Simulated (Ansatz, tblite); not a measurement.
# The cluster InH₃O₃: spin-state energies by level

Is the singlet the ground state of the cluster InH₃O₃? Other spin states are computed and compared level by level.

Computed with Ansatz 0.2.0, Gaussian basis. Level: as each input shows.

The runs, in order: triplet, at the geometry of the singlet (GFN1-xTB, GFN2-xTB, PBE0-D4/def2-TZVP, PBE-D4/def2-TZVP, r2SCAN-D4/def2-TZVP); the singlet's energies come from earlier runs.

1 further run of the same task is left out (set aside as unsound or not needed). Runs told in other sessions of the task aren't counted.

### 1 The structure

The singlet was relaxed beforehand with PBE0-D4/def2-SVP. At that level it is the lowest of the isomers that a small search found.

7 atoms, charge 0, spin multiplicity 1.

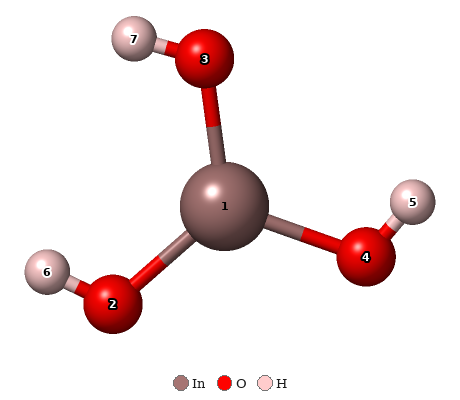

The geometry (indium brown, oxygen red, hydrogen pink); atoms are numbered from 1 in the order of the file.

In takes a core potential in the def2 sets. No spin-orbit coupling is included.

### 2 Triplet at the fixed geometry, GFN1-xTB

Tight binding, by tblite at 300 K electronic temperature and without a spin-polarisation term:

```python
tblite.interface.Calculator('GFN1-xTB', numbers, positions, charge=0, uhf=2).singlepoint()
```

Energy -463.2484 eV; 0.004 s.

### 3 Triplet at the fixed geometry, GFN2-xTB

Tight binding, by tblite at 300 K electronic temperature and without a spin-polarisation term:

```python
tblite.interface.Calculator('GFN2-xTB', numbers, positions, charge=0, uhf=2).singlepoint()
```

Energy -403.3476 eV; 0.006 s.

### 4 Triplet at the fixed geometry, PBE0-D4/def2-TZVP

File in.yaml:

```yaml
crystal:
  periodic: [false, false, false]
  atoms:
    - {symbol: In, position_ang: [-0.200317, -0.003797, 0.132025]}
    - {symbol: O, position_ang: [-1.221916, -1.379625, -0.878248]}
    - {symbol: O, position_ang: [1.640055, 0.617353, -0.340271]}
    - {symbol: O, position_ang: [-1.043345, 0.830454, 1.720657]}
    - {symbol: H, position_ang: [-0.447463, 1.477808, 2.116726]}
    - {symbol: H, position_ang: [-0.722461, -1.720653, -1.629320]}
    - {symbol: H, position_ang: [1.995447, 0.178459, -1.121560]}
basis:
  gaussian: {orbitals: def2-TZVP}
magnetization: {spin_polarized: true, initial_magnetization: 2}
hamiltonian: {xc: pbe0, dispersion: d4}
scf: {omitted_lower_state_checks: [starts]}
output: {orbitals: {seedname: orbitals}}
```

The run is started by

```sh
$ ansatz run in.yaml --threads 4 --pin off --events-out ev --progress --plain --max-ram 3916MiB
```

Output:

```text
Functional definition: PBE0
  name "PBE0"
  cite "Adamo & Barone, J. Chem. Phys. 110, 6158 (1999) doi:10.1063/1.478522"
  cite "Perdew, Burke & Ernzerhof, Phys. Rev. Lett. 77, 3865 (1996) doi:10.1103/PhysRevLett.77.3865"
  parent pbe
  parameter a = 0.25
  parameter kappa = 0.804
  parameter beta = 0.06672455060314922
  exchange = (1 - a)*pbe_x(kappa = kappa, mu = beta*pi^2/3) + a*exact_x
  correlation = pbe_c(beta = beta)
these checks for a lower state are left out or cut short: starts
1066 factors; their error is unknown
mean field evaluation 1: about -11344.7246 eV, gradient 5.9e1 eV
mean field evaluation 2: about -11273.6911 eV, gradient 1.3e2 eV
mean field evaluation 4: about -11352.0535 eV, gradient 3.2e1 eV
mean field evaluation 8: about -11356.4283 eV, gradient 4.5e-1 eV
mean field evaluation 16: about -11356.4300 eV, gradient 1.5e-1 eV
mean field evaluation 32: about -11356.4893 eV, gradient 4.8e-3 eV
mean field -11356.52763520 eV, -417.3446928628 hartree, gradient 7.5e-6 eV, S^2 2.012938; 0 other end points of the search recorded, 0 dependent functions left out
reference -11356.52767761 eV, -417.3446944213 hartree; 25, 23 occupied and 136, 138 virtual orbitals, 1066 factors
Total energy: -11356.61592354 eV, -417.3479373995 hartree
Checks for a lower state left out: starts
```

Wall time 13 s (4 threads of Arm Neoverse V2, shared host); peak memory 0.62 GiB.

Report: HOMO -4.19 eV, LUMO -6.76 eV (over both spins; with the spin held, an empty level of the minority spin lies below the top filled one); ⟨S²⟩ 2.013 (pure: 2.00).

### 5 Triplet at the fixed geometry, PBE-D4/def2-TZVP

start.molden holds the orbitals of an earlier run on this state, given as this run's starting guess.

Edit in.yaml of step 4 so:

```diff
@@ -11,5 +11,5 @@
 basis:
-  gaussian: {orbitals: def2-TZVP}
+  gaussian: {orbitals: def2-TZVP, initial_orbitals: start.molden}
 magnetization: {spin_polarized: true, initial_magnetization: 2}
-hamiltonian: {xc: pbe0, dispersion: d4}
+hamiltonian: {xc: pbe, dispersion: d4}
 scf: {omitted_lower_state_checks: [starts]}
```

The command is unchanged.

Output:

```text
Functional definition: PBE
  name "PBE"
  cite "Perdew, Burke & Ernzerhof, Phys. Rev. Lett. 77, 3865 (1996) doi:10.1103/PhysRevLett.77.3865"
  parent pbe
  parameter kappa = 0.804
  parameter beta = 0.06672455060314922
  exchange = pbe_x(kappa = kappa, mu = beta*pi^2/3)
  correlation = pbe_c(beta = beta)
these checks for a lower state are left out or cut short: starts
973 factors; their error is unknown
mean field evaluation 1: about -11357.3180 eV, gradient 6.7e0 eV
mean field evaluation 2: about -11357.4895 eV, gradient 3.8e-1 eV
mean field evaluation 4: about -11357.5147 eV, gradient 5.8e-1 eV
mean field evaluation 8: about -11357.5413 eV, gradient 6.9e-1 eV
mean field evaluation 16: about -11357.5471 eV, gradient 1.9e-5 eV
mean field -11357.54707214 eV, -417.3821564792 hartree, gradient 2.9e-6 eV, S^2 2.003389; 0 other end points of the search recorded, 0 dependent functions left out
reference -11357.54713219 eV, -417.3821586860 hartree; 25, 23 occupied and 136, 138 virtual orbitals, 973 factors
Total energy: -11357.65088392 eV, -417.3859714917 hartree
Checks for a lower state left out: starts
```

Run time: 6 s. Hardware: 4 threads of Arm Neoverse V2, shared host.

Report: HOMO -3.30 eV, LUMO -7.21 eV (over both spins; with the spin held, an empty level of the minority spin lies below the top filled one); ⟨S²⟩ 2.003 (pure: 2.00).

### 6 Triplet at the fixed geometry, r2SCAN-D4/def2-TZVP

Edit in.yaml of step 5 so:

```diff
@@ -13,3 +13,3 @@
 magnetization: {spin_polarized: true, initial_magnetization: 2}
-hamiltonian: {xc: pbe, dispersion: d4}
+hamiltonian: {xc: r2scan, dispersion: d4}
 scf: {omitted_lower_state_checks: [starts]}
```

Launched as before.

Output, shortened:

```text
Functional definition: r2SCAN
  name "r2SCAN"
  cite "Furness, Kaplan, Ning, Perdew & Sun, J. Phys. Chem. Lett. 11, 8208 (2020) doi:10.1021/acs.jpclett.0c02405"
  cite "Furness, Kaplan, Ning, Perdew & Sun, J. Phys. Chem. Lett. 11, 9248 (2020) doi:10.1021/acs.jpclett.0c03077"
  parent r2scan
[...]
973 factors; their error is unknown
[...]
mean field -11362.53507483 eV, -417.5654621971 hartree, gradient 1.1e-6 eV, S^2 2.008154; 0 other end points of the search recorded, 0 dependent functions left out
reference -11362.53509803 eV, -417.5654630496 hartree; 25, 23 occupied and 136, 138 virtual orbitals, 973 factors
Total energy: -11362.55974593 eV, -417.5663688433 hartree
Checks for a lower state left out: starts
```

It took 15 s on 4 threads of Arm Neoverse V2, shared host.

From the report: HOMO -3.45 eV, LUMO -7.25 eV (over both spins; with the spin held, an empty level of the minority spin lies below the top filled one); ⟨S²⟩ 2.008 (pure: 2.00).

### 7 Triplet less singlet, vertical

The singlet's energies are those of its earlier runs, whose logs aren't repeated here.

```csv
level,"triplet less singlet, vertical (kJ/mol)",time
GFN1-xTB,+491.4,0.007 s
GFN2-xTB,+347.9,0.008 s
PBE-D4/def2-TZVP,+384.5,7.2 s
r2SCAN-D4/def2-TZVP,+411.0,17 s
PBE0-D4/def2-TZVP,+448.9,14 s
```

Times add the two runs; a level without a time comes out of a correlated run. Tight binding without a spin term can't rank spin states.

### 8 What came out

```
                                                quantity                                       value
triplet less singlet, vertical, functionals in def2-TZVP  +384.5 (PBE-D4) to +448.9 kJ/mol (PBE0-D4)
```

All functionals put the triplet above the singlet, over a spread of 64.4 kJ/mol. The checks for a lower triplet were left out, so another state of that spin may lie lower. These are electronic energies, without zero-point motion, entropy or surroundings.
